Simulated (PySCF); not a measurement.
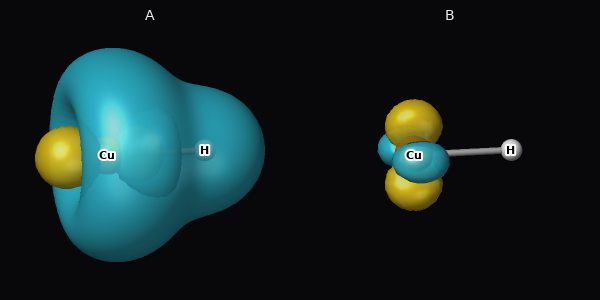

Figure. CuH (charge −1, doublet). Two frontier α-spin orbitals, each drawn at the value that holds 80 % of its norm (yellow and cyan are the two phases), in no order; of a degenerate pair one member is drawn.

Theory: PBE0/aug-cc-pVDZ(-PP), non-relativistic Hamiltonian with scalar-relativistic core potentials where named, at a bond length of 1.542 Å (PySCF).

Q: Label each orbital by symmetry, say whether it is occupied, and order them by energy.

A: Orbital B: δ, occupied in this spin, −2.06 eV; almost wholly on Cu.
Orbital A: σ, occupied in this spin, −1.44 eV; mainly on Cu (90 %).
